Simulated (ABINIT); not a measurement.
# CdPbS3 (Pm-3m): zone-centre phonons, part 3 of 4

Aim: the zone-centre modes of CdPbS3 (Pm-3m).

ABINIT 10.8.3; DFT PBE, scalar-relativistic, plane waves, SG15 norm-conserving pseudopotentials.

So far. Step 4 (Relaxation): The volume changes by +0.1 % in this run and stands +4.8 % from the first cell. Step 6 (Linear response at Γ): The acoustic modes at Γ come out as far as 7.8 cm⁻¹ from zero, where they should vanish, a small numerical error. The lowest optical mode is imaginary, 144i cm⁻¹, an instability at this level and on this k mesh. The relaxed cell has a = 5.206 Å (conventional setting).

The structure was built from a prototype and need not be the compound's stable phase.

## Step 7: Modes with the sum rule

anaddb reads the merged derivatives and imposes the acoustic sum rule.

Input file anaddb.abi:

```
ddb_filepath "gamma_DDB"
output_file "anaddb.abo"
outdata_prefix "anaddb"
asr 1
chneut 1
enunit 2
eivec 1
nph1l 1
qph1l 0.0 0.0 0.0 1.0
```

Input file mrgddb.in:

```
gamma_DDB
merged
2
dfpt_gammao_DDB
gso_DDB
```

Run with:

```console
$ mrgddb < mrgddb.in > mrgddb.log
$ OMP_NUM_THREADS=1 anaddb anaddb.abi > anaddb.log
```

anaddb.abo, the main output file:

```text
-outvars_anaddb: echo values of input variables ----------------------

 Miscellaneous information :
      enunit         2
       eivec         1
         asr         1
 First list of wavevector (reduced coord.) :
       nph1l         1
       qph1l
                     0.00000000E+00  0.00000000E+00  0.00000000E+00    1.000E+00

================================================================================

 read the DDB information and perform some checks

  ==== Info on the Cryst% object ====
 Real(R)+Recip(G) space primitive vectors, cartesian coordinates (Bohr,Bohr^-1):
 R(1)=  9.8375675  0.0000000  0.0000000  G(1)=  0.1016511  0.0000000  0.0000000
 R(2)=  0.0000000  9.8375675  0.0000000  G(2)=  0.0000000  0.1016511  0.0000000
 R(3)=  0.0000000  0.0000000  9.8375675  G(3)=  0.0000000  0.0000000  0.1016511
 Unit cell volume ucvol=  9.5205748E+02 bohr^3
 Angles (23,13,12)=  9.00000000E+01  9.00000000E+01  9.00000000E+01 degrees
 Time-reversal symmetry is present
 Reduced atomic positions [iatom, xred, symbol]:
    1)    0.0000000  0.0000000  0.0000000  Cd
    2)    0.5000000  0.5000000  0.5000000  Pb
    3)    0.5000000  0.5000000  0.0000000   S
    4)    0.5000000  0.0000000  0.5000000   S
    5)    0.0000000  0.5000000  0.5000000   S

 DDB file with 3 blocks has been read.

================================================================================

 Treat the first list of vectors

  Phonon wavevector (reduced coordinates) :  0.00000  0.00000  0.00000
 Phonon energies in Hartree :
  -6.590906E-04 -6.590906E-04 -6.590906E-04 -5.178218E-04 -5.178218E-04
  -5.178218E-04 -9.887678E-05 -9.887678E-05 -9.887678E-05  4.232906E-08
   4.238302E-08  4.254450E-08  1.395847E-03  1.395847E-03  1.395847E-03
 Phonon energies in meV     :
- -1.793477E+01 -1.793477E+01 -1.793477E+01 -1.409065E+01 -1.409065E+01
- -1.409065E+01 -2.690574E+00 -2.690574E+00 -2.690574E+00  1.151832E-03
-  1.153301E-03  1.157695E-03  3.798294E+01  3.798294E+01  3.798294E+01
 Phonon frequencies in cm-1    :
- -1.446537E+02 -1.446537E+02 -1.446537E+02 -1.136487E+02 -1.136487E+02
- -1.136487E+02 -2.170095E+01 -2.170095E+01 -2.170095E+01  9.290154E-03
-  9.301997E-03  9.337439E-03  3.063530E+02  3.063530E+02  3.063530E+02
 Phonon frequencies in Thz     :
- -4.336608E+00 -4.336608E+00 -4.336608E+00 -3.407104E+00 -3.407104E+00
- -3.407104E+00 -6.505780E-01 -6.505780E-01 -6.505780E-01  2.785118E-04
-  2.788669E-04  2.799294E-04  9.184233E+00  9.184233E+00  9.184233E+00
 Phonon energies in Kelvin  :
- -2.081244E+02 -2.081244E+02 -2.081244E+02 -1.635152E+02 -1.635152E+02
- -1.635152E+02 -3.122282E+01 -3.122282E+01 -3.122282E+01  1.336646E-02
-  1.338350E-02  1.343449E-02  4.407737E+02  4.407737E+02  4.407737E+02

 Eigendisplacements
 (will be given, for each mode : in cartesian coordinates
   for each atom the real part of the displacement vector,
   then the imaginary part of the displacement vector - absolute values smaller than 1.0d-7 are set to zero)
  Mode number    1   Energy   -6.590906E-04
 Attention : low frequency mode.
   (Could be unstable or acoustic mode)
-  1  0.00000000E+00  0.00000000E+00  0.00000000E+00
-     0.00000000E+00  0.00000000E+00  0.00000000E+00
-  2  0.00000000E+00  0.00000000E+00  0.00000000E+00
-     0.00000000E+00  0.00000000E+00  0.00000000E+00
-  3  0.00000000E+00  0.00000000E+00  0.00000000E+00
-     0.00000000E+00  0.00000000E+00  0.00000000E+00
-  4  0.00000000E+00  0.00000000E+00  2.92470830E-03
-     0.00000000E+00  0.00000000E+00  0.00000000E+00
-  5  0.00000000E+00  0.00000000E+00 -2.92470830E-03
-     0.00000000E+00  0.00000000E+00  0.00000000E+00
  Mode number    2   Energy   -6.590906E-04
 Attention : low frequency mode.
   (Could be unstable or acoustic mode)
-  1  0.00000000E+00  0.00000000E+00  0.00000000E+00
-     0.00000000E+00  0.00000000E+00  0.00000000E+00
-  2  0.00000000E+00  0.00000000E+00  0.00000000E+00
-     0.00000000E+00  0.00000000E+00  0.00000000E+00
-  3  0.00000000E+00  2.92470830E-03  0.00000000E+00
-     0.00000000E+00  0.00000000E+00  0.00000000E+00
-  4  0.00000000E+00  0.00000000E+00  0.00000000E+00
-     0.00000000E+00  0.00000000E+00  0.00000000E+00
-  5  0.00000000E+00 -2.92470830E-03  0.00000000E+00
-     0.00000000E+00  0.00000000E+00  0.00000000E+00
  Mode number    3   Energy   -6.590906E-04
 Attention : low frequency mode.
   (Could be unstable or acoustic mode)
-  1  0.00000000E+00  0.00000000E+00  0.00000000E+00
-     0.00000000E+00  0.00000000E+00  0.00000000E+00
-  2  0.00000000E+00  0.00000000E+00  0.00000000E+00
-     0.00000000E+00  0.00000000E+00  0.00000000E+00
-  3  2.92470830E-03  0.00000000E+00  0.00000000E+00
-     0.00000000E+00  0.00000000E+00  0.00000000E+00
-  4 -2.92470830E-03  0.00000000E+00  0.00000000E+00
-     0.00000000E+00  0.00000000E+00  0.00000000E+00
-  5  0.00000000E+00  0.00000000E+00  0.00000000E+00
-     0.00000000E+00  0.00000000E+00  0.00000000E+00
  Mode number    4   Energy   -5.178218E-04
 Attention : low frequency mode.
   (Could be unstable or acoustic mode)
-  1  0.00000000E+00  0.00000000E+00 -1.23291780E-03
-     0.00000000E+00  0.00000000E+00  0.00000000E+00
-  2  0.00000000E+00  0.00000000E+00 -1.25284158E-04
-     0.00000000E+00  0.00000000E+00  0.00000000E+00
-  3  0.00000000E+00  0.00000000E+00  3.19918770E-04
-     0.00000000E+00  0.00000000E+00  0.00000000E+00
-  4  0.00000000E+00  0.00000000E+00  2.40574636E-03
-     0.00000000E+00  0.00000000E+00  0.00000000E+00
-  5  0.00000000E+00  0.00000000E+00  2.40574636E-03
-     0.00000000E+00  0.00000000E+00  0.00000000E+00
  Mode number    5   Energy   -5.178218E-04
 Attention : low frequency mode.
   (Could be unstable or acoustic mode)
-  1  0.00000000E+00  1.23291780E-03  0.00000000E+00
-     0.00000000E+00  0.00000000E+00  0.00000000E+00
-  2  0.00000000E+00  1.25284158E-04  0.00000000E+00
-     0.00000000E+00  0.00000000E+00  0.00000000E+00
-  3  0.00000000E+00 -2.40574636E-03  0.00000000E+00
-     0.00000000E+00  0.00000000E+00  0.00000000E+00
-  4  0.00000000E+00 -3.19918770E-04  0.00000000E+00
-     0.00000000E+00  0.00000000E+00  0.00000000E+00
-  5  0.00000000E+00 -2.40574636E-03  0.00000000E+00
-     0.00000000E+00  0.00000000E+00  0.00000000E+00
  Mode number    6   Energy   -5.178218E-04
 Attention : low frequency mode.
   (Could be unstable or acoustic mode)
-  1  1.23291780E-03  0.00000000E+00  0.00000000E+00
-     0.00000000E+00  0.00000000E+00  0.00000000E+00
-  2  1.25284158E-04  0.00000000E+00  0.00000000E+00
-     0.00000000E+00  0.00000000E+00  0.00000000E+00
-  3 -2.40574636E-03  0.00000000E+00  0.00000000E+00
-     0.00000000E+00  0.00000000E+00  0.00000000E+00
-  4 -2.40574636E-03  0.00000000E+00  0.00000000E+00
-     0.00000000E+00  0.00000000E+00  0.00000000E+00
-  5 -3.19918770E-04  0.00000000E+00  0.00000000E+00
-     0.00000000E+00  0.00000000E+00  0.00000000E+00
  Mode number    7   Energy   -9.887678E-05
 Attention : low frequency mode.
   (Could be unstable or acoustic mode)
-  1  0.00000000E+00  0.00000000E+00  1.42803233E-03
-     0.00000000E+00  0.00000000E+00  0.00000000E+00
-  2  0.00000000E+00  0.00000000E+00 -1.03587996E-03
-     0.00000000E+00  0.00000000E+00  0.00000000E+00
-  3  0.00000000E+00  0.00000000E+00 -6.18119826E-04
-     0.00000000E+00  0.00000000E+00  0.00000000E+00
-  4  0.00000000E+00  0.00000000E+00  1.14960215E-03
-     0.00000000E+00  0.00000000E+00  0.00000000E+00
-  5  0.00000000E+00  0.00000000E+00  1.14960215E-03
-     0.00000000E+00  0.00000000E+00  0.00000000E+00
  Mode number    8   Energy   -9.887678E-05
 Attention : low frequency mode.
   (Could be unstable or acoustic mode)
-  1  0.00000000E+00  1.42803233E-03  0.00000000E+00
-     0.00000000E+00  0.00000000E+00  0.00000000E+00
-  2  0.00000000E+00 -1.03587996E-03  0.00000000E+00
-     0.00000000E+00  0.00000000E+00  0.00000000E+00
-  3  0.00000000E+00  1.14960215E-03  0.00000000E+00
-     0.00000000E+00  0.00000000E+00  0.00000000E+00
-  4  0.00000000E+00 -6.18119826E-04  0.00000000E+00
-     0.00000000E+00  0.00000000E+00  0.00000000E+00
-  5  0.00000000E+00  1.14960215E-03  0.00000000E+00
-     0.00000000E+00  0.00000000E+00  0.00000000E+00
  Mode number    9   Energy   -9.887678E-05
 Attention : low frequency mode.
   (Could be unstable or acoustic mode)
-  1  1.42803233E-03  0.00000000E+00  0.00000000E+00
-     0.00000000E+00  0.00000000E+00  0.00000000E+00
-  2 -1.03587996E-03  0.00000000E+00  0.00000000E+00
-     0.00000000E+00  0.00000000E+00  0.00000000E+00
-  3  1.14960215E-03  0.00000000E+00  0.00000000E+00
-     0.00000000E+00  0.00000000E+00  0.00000000E+00
-  4  1.14960215E-03  0.00000000E+00  0.00000000E+00
-     0.00000000E+00  0.00000000E+00  0.00000000E+00
-  5 -6.18119826E-04  0.00000000E+00  0.00000000E+00
-     0.00000000E+00  0.00000000E+00  0.00000000E+00
  Mode number   10   Energy    4.232906E-08
 Attention : low frequency mode.
   (Could be unstable or acoustic mode)
-  1  0.00000000E+00  0.00000000E+00 -1.14919341E-03
-     0.00000000E+00  0.00000000E+00  0.00000000E+00
-  2  0.00000000E+00  0.00000000E+00 -1.14816795E-03
-     0.00000000E+00  0.00000000E+00  0.00000000E+00
-  3  0.00000000E+00  0.00000000E+00 -1.14837605E-03
-     0.00000000E+00  0.00000000E+00  0.00000000E+00
-  4  0.00000000E+00  0.00000000E+00 -1.14913898E-03
-     0.00000000E+00  0.00000000E+00  0.00000000E+00
-  5  0.00000000E+00  0.00000000E+00 -1.14913898E-03
-     0.00000000E+00  0.00000000E+00  0.00000000E+00
  Mode number   11   Energy    4.238302E-08
 Attention : low frequency mode.
   (Could be unstable or acoustic mode)
-  1  0.00000000E+00 -1.14919341E-03  0.00000000E+00
-     0.00000000E+00  0.00000000E+00  0.00000000E+00
-  2  0.00000000E+00 -1.14816795E-03  0.00000000E+00
-     0.00000000E+00  0.00000000E+00  0.00000000E+00
-  3  0.00000000E+00 -1.14913898E-03  0.00000000E+00
-     0.00000000E+00  0.00000000E+00  0.00000000E+00
-  4  0.00000000E+00 -1.14837605E-03  0.00000000E+00
-     0.00000000E+00  0.00000000E+00  0.00000000E+00
-  5  0.00000000E+00 -1.14913898E-03  0.00000000E+00
-     0.00000000E+00  0.00000000E+00  0.00000000E+00
  Mode number   12   Energy    4.254450E-08
 Attention : low frequency mode.
   (Could be unstable or acoustic mode)
-  1  1.14919341E-03  0.00000000E+00  0.00000000E+00
-     0.00000000E+00  0.00000000E+00  0.00000000E+00
-  2  1.14816795E-03  0.00000000E+00  0.00000000E+00
-     0.00000000E+00  0.00000000E+00  0.00000000E+00
-  3  1.14913898E-03  0.00000000E+00  0.00000000E+00
-     0.00000000E+00  0.00000000E+00  0.00000000E+00
-  4  1.14913898E-03  0.00000000E+00  0.00000000E+00
-     0.00000000E+00  0.00000000E+00  0.00000000E+00
-  5  1.14837605E-03  0.00000000E+00  0.00000000E+00
-     0.00000000E+00  0.00000000E+00  0.00000000E+00
  Mode number   13   Energy    1.395847E-03
-  1  0.00000000E+00  0.00000000E+00  1.08835101E-05
-     0.00000000E+00  0.00000000E+00  0.00000000E+00
-  2  0.00000000E+00  0.00000000E+00  4.90462422E-04
-     0.00000000E+00  0.00000000E+00  0.00000000E+00
-  3  0.00000000E+00  0.00000000E+00 -3.91211574E-03
-     0.00000000E+00  0.00000000E+00  0.00000000E+00
-  4  0.00000000E+00  0.00000000E+00  3.52416776E-04
-     0.00000000E+00  0.00000000E+00  0.00000000E+00
-  5  0.00000000E+00  0.00000000E+00  3.52416776E-04
-     0.00000000E+00  0.00000000E+00  0.00000000E+00
  Mode number   14   Energy    1.395847E-03
-  1  0.00000000E+00  1.08835101E-05  0.00000000E+00
-     0.00000000E+00  0.00000000E+00  0.00000000E+00
-  2  0.00000000E+00  4.90462422E-04  0.00000000E+00
-     0.00000000E+00  0.00000000E+00  0.00000000E+00
-  3  0.00000000E+00  3.52416776E-04  0.00000000E+00
-     0.00000000E+00  0.00000000E+00  0.00000000E+00
-  4  0.00000000E+00 -3.91211574E-03  0.00000000E+00
-     0.00000000E+00  0.00000000E+00  0.00000000E+00
-  5  0.00000000E+00  3.52416776E-04  0.00000000E+00
-     0.00000000E+00  0.00000000E+00  0.00000000E+00
  Mode number   15   Energy    1.395847E-03
-  1  1.08835101E-05  0.00000000E+00  0.00000000E+00
-     0.00000000E+00  0.00000000E+00  0.00000000E+00
-  2  4.90462422E-04  0.00000000E+00  0.00000000E+00
-     0.00000000E+00  0.00000000E+00  0.00000000E+00
-  3  3.52416776E-04  0.00000000E+00  0.00000000E+00
-     0.00000000E+00  0.00000000E+00  0.00000000E+00
-  4  3.52416776E-04  0.00000000E+00  0.00000000E+00
-     0.00000000E+00  0.00000000E+00  0.00000000E+00
-  5 -3.91211574E-03  0.00000000E+00  0.00000000E+00
-     0.00000000E+00  0.00000000E+00  0.00000000E+00

 Analysis of degeneracies and characters (maximum tolerance=1.00E-06 a.u.)
 For each vibration mode, or group of modes if degenerate,
 the characters are given for each symmetry operation (see the list in the log file).
 Symmetry characters of vibration mode #   1
       degenerate with vibration modes #   2 to    3
  3.0 -3.0 -1.0  1.0 -1.0  1.0 -1.0  1.0 -1.0  1.0  1.0 -1.0 -1.0  1.0  1.0 -1.0
 -0.0  0.0 -0.0  0.0  0.0 -0.0  0.0 -0.0 -1.0  1.0  1.0 -1.0  1.0 -1.0 -1.0  1.0
 -0.0  0.0  0.0 -0.0  0.0 -0.0 -0.0  0.0 -1.0  1.0 -1.0  1.0  1.0 -1.0  1.0 -1.0
 Symmetry characters of vibration mode #   4
       degenerate with vibration modes #   5 to    6
  3.0 -3.0 -1.0  1.0 -1.0  1.0 -1.0  1.0  1.0 -1.0 -1.0  1.0  1.0 -1.0 -1.0  1.0
 -0.0  0.0 -0.0  0.0  0.0 -0.0  0.0 -0.0  1.0 -1.0 -1.0  1.0 -1.0  1.0  1.0 -1.0
 -0.0  0.0  0.0 -0.0  0.0 -0.0 -0.0  0.0  1.0 -1.0  1.0 -1.0 -1.0  1.0 -1.0  1.0
 Symmetry characters of vibration mode #   7
       degenerate with vibration modes #   8 to    9
  3.0 -3.0 -1.0  1.0 -1.0  1.0 -1.0  1.0  1.0 -1.0 -1.0  1.0  1.0 -1.0 -1.0  1.0
  0.0 -0.0 -0.0  0.0  0.0 -0.0  0.0 -0.0  1.0 -1.0 -1.0  1.0 -1.0  1.0  1.0 -1.0
  0.0 -0.0  0.0 -0.0  0.0 -0.0 -0.0  0.0  1.0 -1.0  1.0 -1.0 -1.0  1.0 -1.0  1.0
 Symmetry characters of vibration mode #  10
       degenerate with vibration modes #  11 to   12
  3.0 -3.0 -1.0  1.0 -1.0  1.0 -1.0  1.0  1.0 -1.0 -1.0  1.0  1.0 -1.0 -1.0  1.0
  0.0 -0.0  0.0 -0.0 -0.0  0.0 -0.0  0.0  1.0 -1.0 -1.0  1.0 -1.0  1.0  1.0 -1.0
  0.0 -0.0 -0.0  0.0 -0.0  0.0  0.0 -0.0  1.0 -1.0  1.0 -1.0 -1.0  1.0 -1.0  1.0
 Symmetry characters of vibration mode #  13
       degenerate with vibration modes #  14 to   15
  3.0 -3.0 -1.0  1.0 -1.0  1.0 -1.0  1.0  1.0 -1.0 -1.0  1.0  1.0 -1.0 -1.0  1.0
 -0.0  0.0 -0.0  0.0  0.0 -0.0  0.0 -0.0  1.0 -1.0 -1.0  1.0 -1.0  1.0  1.0 -1.0
 -0.0  0.0  0.0 -0.0  0.0 -0.0 -0.0  0.0  1.0 -1.0  1.0 -1.0 -1.0  1.0 -1.0  1.0
-
```

Run time: 0.5 s. Hardware: 1 thread of Arm Neoverse V1, shared host.

Read from the output:

* highest optical zone-centre mode (no LO-TO term): 306.4 cm⁻¹
* lowest optical zone-centre mode: -144.7 cm⁻¹

No LO-TO term; unit eigenvectors of the mass-weighted matrix, from anaddb's displacements. The modes at Γ (shares of kinetic energy by element, %) (negative means imaginary):

```tsv
mode	frequency (cm⁻¹)	symmetry	Cd %	Pb %	S %
1	-144.7	T2u	0	0	100
2	-144.7	T2u	0	0	100
3	-144.7	T2u	0	0	100
4	-113.6	T1u	31	1	68
5	-113.6	T1u	31	1	68
6	-113.6	T1u	31	1	68
7	-21.7	T1u	42	41	18
8	-21.7	T1u	42	41	18
9	-21.7	T1u	42	41	18
10	0.0	acoustic	27	50	23
11	0.0	acoustic	27	50	23
12	0.0	acoustic	27	50	23
13	306.4	T1u	0	9	91
14	306.4	T1u	0	9	91
15	306.4	T1u	0	9	91
```

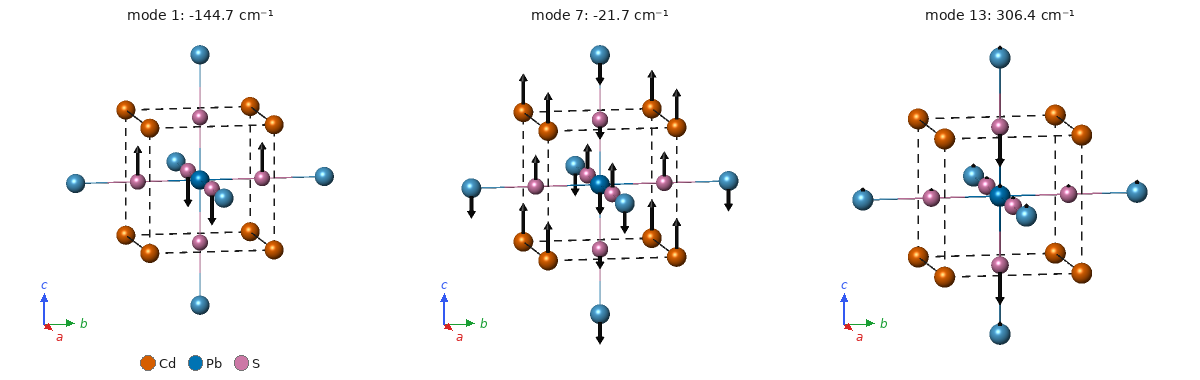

Displacement patterns of modes 1, 7 and 13 at Γ; arrows are exaggerated. Some periodic images of atoms are drawn too.

The rule also moves an optical mode by 1.1 cm⁻¹.

(Continued in part 4 of 4.)

[Host names and launcher messages were left out of these logs when they were recorded.]

[Logs are printed without paths, hosts, clocks, repeated set-up lines and the standing remarks that a program may print on its own settings, such as how far it seeks lower states.]

[Hosts, paths, dates, database ids (printed as entryN), source tags and the programs' standing remarks are cut or masked in the printed files.]
